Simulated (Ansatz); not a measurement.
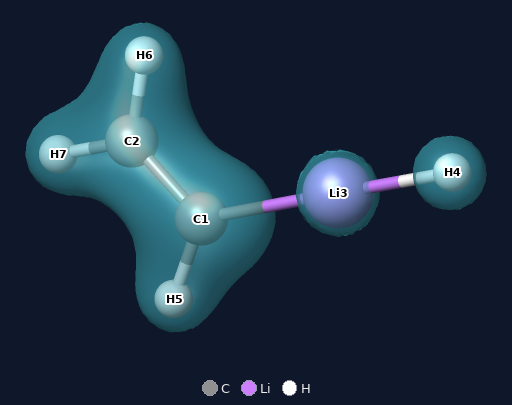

C$_{2}$H$_{4}$Li (SMILES [LiH-][CH]=C) (charge −1). Isosurface of the total electron density at 0.5 e/Å³ (cyan), seen at a tilt.

Geometry: BLYP-D3(BJ)/def2-SVPD.

The calculation used isolated molecule in a Gaussian basis; Kohn-Sham density functional theory, functional PBE0 in Ansatz.

Input

```
crystal:
  periodic: [false, false, false]
  atoms:
    - {symbol: C, position_ang: [-0.469061, -1.419178, -1.081540]}
    - {symbol: C, position_ang: [0.466458, -0.427246, -1.122497]}
    - {symbol: Li, position_ang: [-1.012161, -2.472203, 0.619315]}
    - {symbol: H, position_ang: [-1.475125, -3.359358, 2.032276]}
    - {symbol: H, position_ang: [-0.900922, -1.580622, -2.104613]}
    - {symbol: H, position_ang: [1.019710, -0.105256, -0.215894]}
    - {symbol: H, position_ang: [0.764711, 0.144692, -2.034361]}
basis:
  gaussian:
    orbitals: def2-TZVPD
total_charge: -1
hamiltonian:
  xc: {name: PBE0}
output:
  forces: true
  orbitals: {seedname: orbitals}
```

Run with:

```sh
ansatz run input.yaml --threads 2 --pin off --max-ram 4350MiB --events-out events.jsonl --progress --plain --runs-dir runs
```

Q: What does this surface tell about the bonding?

A: At this value the surface falls into three separate pieces. It bridges the sampled C–C (1.36 Å) and C–H (1.11 Å) contacts, where the density stays above the isovalue. It is pinched off along the sampled C–Li (2.07 Å) and Li–H (1.73 Å) contacts. On the grid the lowest density along these lines, outside the cores, is 2.2 e/Å³ (C–C, 1.36 Å), 0.34 e/Å³ (C–Li, 2.07 Å), 1.8 e/Å³ (C–H, 1.11 Å) and 0.2 e/Å³ (Li–H, 1.73 Å).
